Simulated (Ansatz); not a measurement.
# CH3AlOS: what the fields show

Input file:

```
crystal:
  periodic: [false, false, false]
  atoms:
    - {symbol: O, position_ang: [-1.751473, 0.543627, 0.267061]}
    - {symbol: Al, position_ang: [-0.085057, 0.812871, 0.344903]}
    - {symbol: C, position_ang: [1.056635, -0.661564, -0.305935]}
    - {symbol: S, position_ang: [0.303304, -1.986696, -0.853895]}
    - {symbol: H, position_ang: [-2.057395, -0.296032, -0.082931]}
    - {symbol: H, position_ang: [0.444486, 2.182533, 0.914542]}
    - {symbol: H, position_ang: [2.150701, -0.662739, -0.329346]}
basis:
  gaussian: {orbitals: def2-TZVPP}
hamiltonian: {xc: pbe0, dispersion: d4}
output: {orbitals: {seedname: orbitals}}
```

Launched as:

```sh
ansatz run in.yaml --threads 2 --pin off --events-out ev --progress --plain --max-ram 4352MiB
```

Geometry: PBE0-D4/def2-TZVP.

All numbers below come from RKS PBE0-D4/def2-TZVPP in Ansatz.

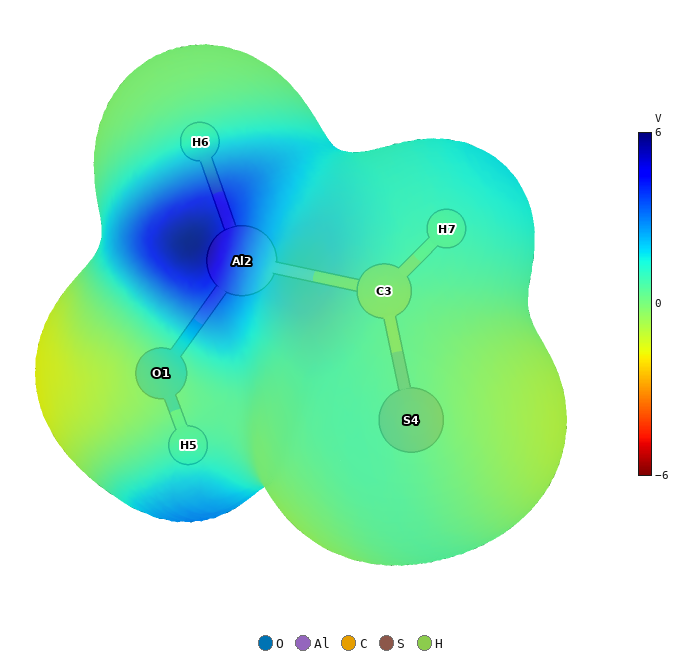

Figure 1. The electrostatic potential painted on the density surface at 0.004 e/bohr³, seen at a tilt; the colour scale runs from red (negative) to blue (positive).

Where is the surface potential most negative and most positive?

Answer. The most negative region (about −1.7 V) lies over O1, the most positive (about +5.7 V) over Al2. O1 is the likeliest acceptor of a hydrogen bond.

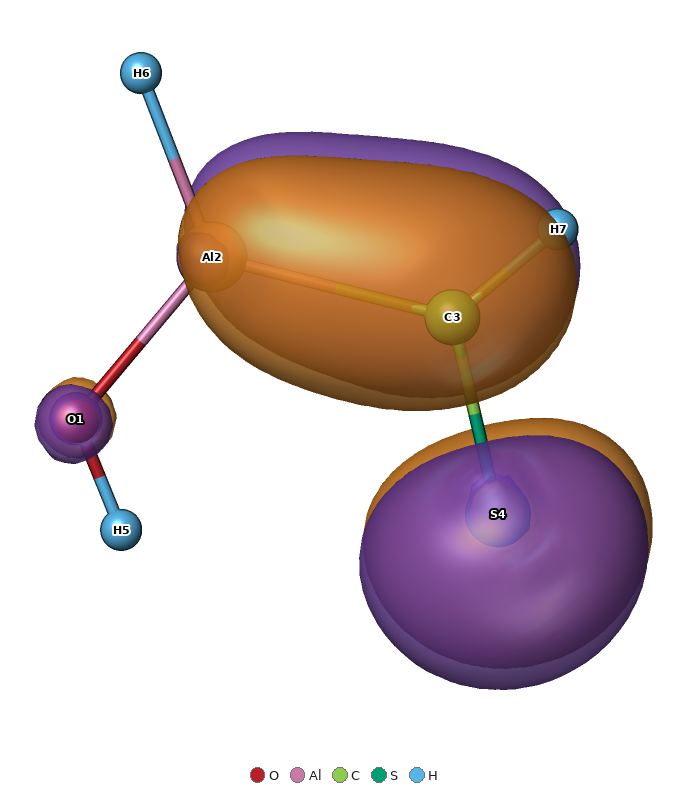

Figure 2. One frontier orbital at ±0.1 Å⁻³ᐟ² (orange and purple are the two phases), seen across its widest extent.

Which orbital is it: HOMO or LUMO?

Answer. The LUMO, at −3.09 eV. By Hirshfeld shares it lies mainly on S4 (about 45 %), C3 (about 35 %) and Al2 (about 20 %); it changes sign across the molecular plane (π type); π-bonding across Al2–C3; π-antibonding (a node) across C3–S4.

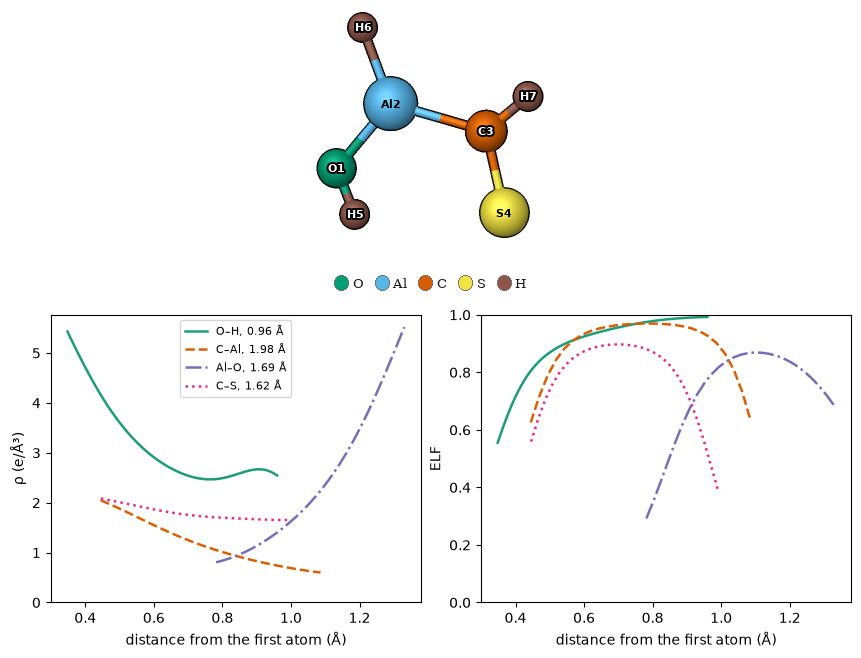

Figure 3. Electron density and ELF along straight lines between neighbouring atoms. The curves leave out the atomic cores. The structure is drawn too.

Compare the contacts.

Answer. O–H (0.96 Å): ρ at the midpoint is about 3.8 e/Å³; the ELF climbs to about 1 towards the hydrogen, as it does in any bond to H (a covalent bond by its length).
C–Al (1.98 Å): ρ is about 0.7 e/Å³ halfway; the ELF peaks at about 0.95 between the atoms: a polar covalent bond.
Al–O (1.69 Å): ρ is about 0.95 e/Å³ halfway; the ELF peaks at about 0.85 in the valence shell of O, 0.6 Å from its nucleus, and is about 0.50 at the midpoint.
C–S (1.62 Å): ρ is about 1.7 e/Å³ halfway; the ELF peaks at about 0.90 between the atoms (localised, covalent bonding).
